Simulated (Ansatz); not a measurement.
# CH₆FNOSn (SMILES C[O][SnH]([NH2])[F]): what the fields show

Input file:

```
crystal:
  periodic: [false, false, false]
  atoms:
    - {symbol: C, position_ang: [-1.083937, -0.668735, -1.272317]}
    - {symbol: O, position_ang: [-0.874122, -1.051141, 0.067397]}
    - {symbol: Sn, position_ang: [0.112888, 0.097237, 1.297405]}
    - {symbol: N, position_ang: [1.909667, 0.644898, 0.595708]}
    - {symbol: F, position_ang: [-0.815337, 1.778433, 1.357845]}
    - {symbol: H, position_ang: [-1.814692, 0.143843, -1.354519]}
    - {symbol: H, position_ang: [-1.472444, -1.534325, -1.815428]}
    - {symbol: H, position_ang: [-0.159285, -0.347544, -1.770665]}
    - {symbol: H, position_ang: [0.051850, -0.638438, 2.816000]}
    - {symbol: H, position_ang: [2.335771, -0.025042, -0.031465]}
    - {symbol: H, position_ang: [1.875042, 1.543614, 0.130639]}
basis:
  gaussian: {orbitals: def2-TZVPP}
hamiltonian: {xc: pbe0, dispersion: d4}
output: {orbitals: {seedname: orbitals}}
```

Launched as:

```sh
ansatz run in.yaml --threads 4 --pin off --events-out ev --progress --plain --max-ram 10444MiB
```

Geometry: PBE0-D4/def2-TZVP; core potentials replace the inner electrons of Sn.

The calculation used RKS PBE0-D4/def2-TZVPP in Ansatz.

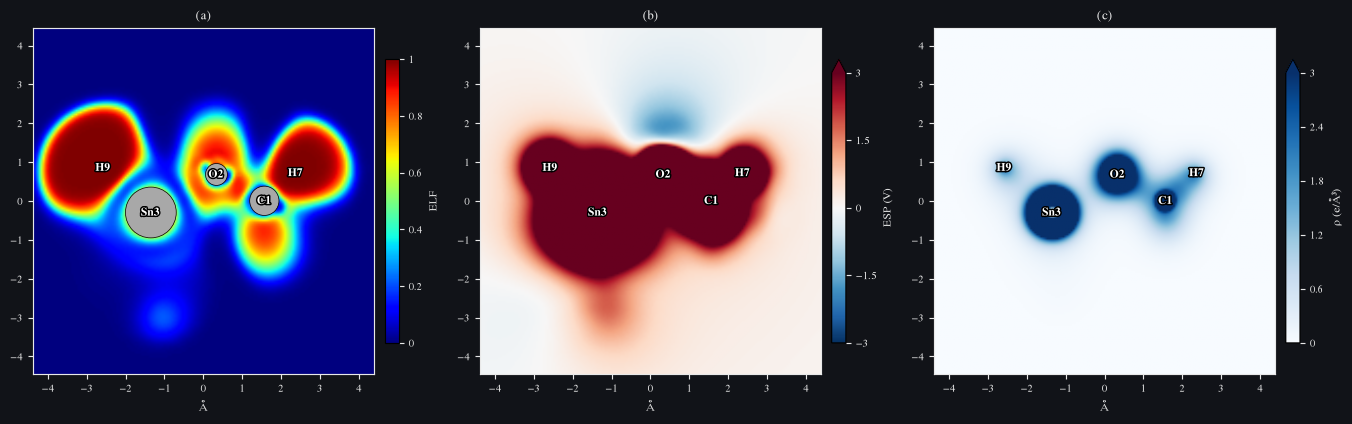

Figure 1. (a) ELF; (b) molecular electrostatic potential; (c) electron density on the plane of atoms O2, Sn3 and H9. Grey discs cover the atomic cores in the ELF map.

Question: Read the bonding off the picture.

Answer: The plane passes through C, O, Sn and H nuclei. C–O (1.41 Å): ρ at the midpoint is about 2 e/Å³, with its minimum of 1.8 e/Å³ about 0.5 Å from C; the ELF peaks at about 0.90 between the atoms (a shared but strongly polarised pair). Sn–O (1.95 Å): the density is about 0.86 e/Å³ at the midpoint; the ELF peaks at about 0.80 in the valence shell of O, 0.6 Å from its nucleus, and drops to about 0.15 between the two atoms. C–H (1.09 Å): ρ is about 2 e/Å³ halfway; the ELF climbs to about 1 towards the hydrogen, as it does in any bond to H (an ordinary covalent bond to hydrogen). Sn–H (1.69 Å): the density is about 1.2 e/Å³ at the midpoint; the ELF climbs to about 1 towards the hydrogen. The ELF also peaks beside O2, away from the bonds: lone-pair regions. Outside the dense part of the molecule the potential is most negative (−1.8 V) near O2.

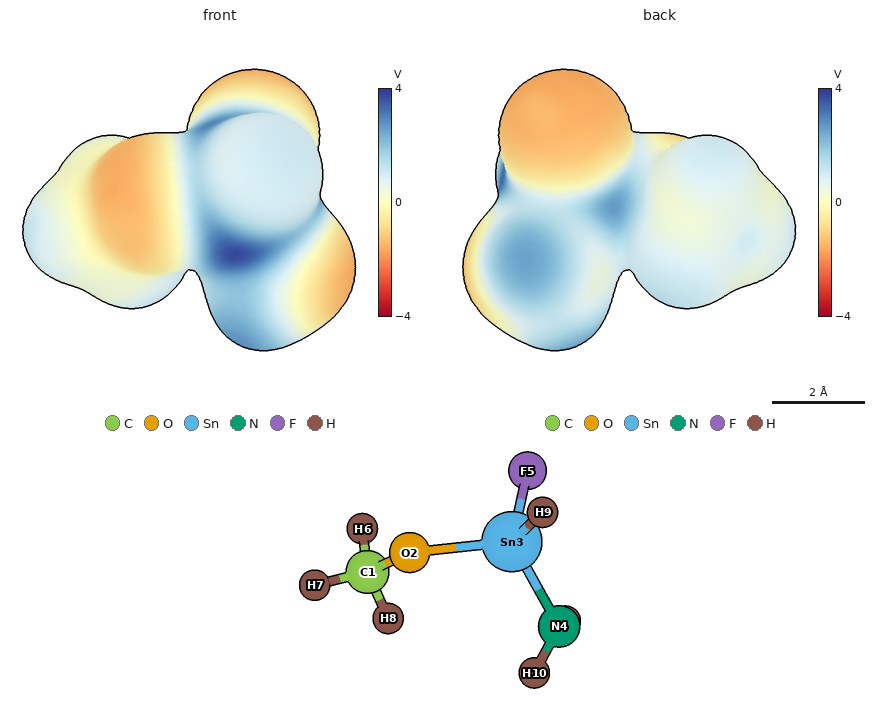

Figure 2. The electrostatic potential painted on the density surface at 0.004 e/bohr³, seen from the front and from behind; the colour scale runs from red (negative) to blue (positive). The bare structure is drawn below in the same view.

Question: Which sites attract a positive test charge, and which a negative one?

Answer: A positive charge is drawn to the negative regions and a negative charge to the positive ones. The most negative region (about −1.6 V) lies over O2 and F5, the most positive (about +3.4 V) over Sn3.

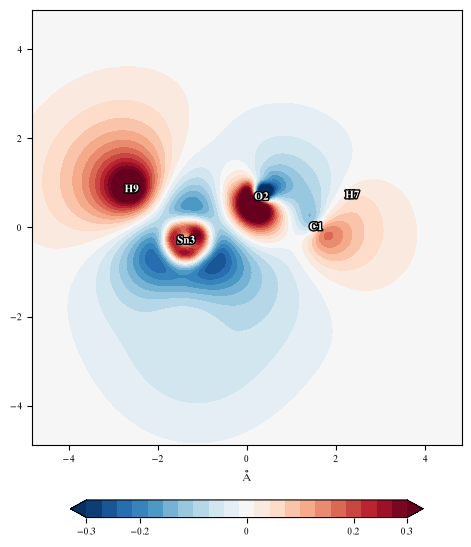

Figure 3. The LUMO on the plane of atoms O2, Sn3 and H9 (values in Å⁻³ᐟ²; the overall sign is arbitrary).

Question: Where does this orbital lie, and at what energy?

Answer: It lies mainly on Sn3 (about 40 %), H9 (about 15 %), N4 (about 15 %), O2 (about 10 %) and F5 (about 5 %). Its energy is −0.77 eV.
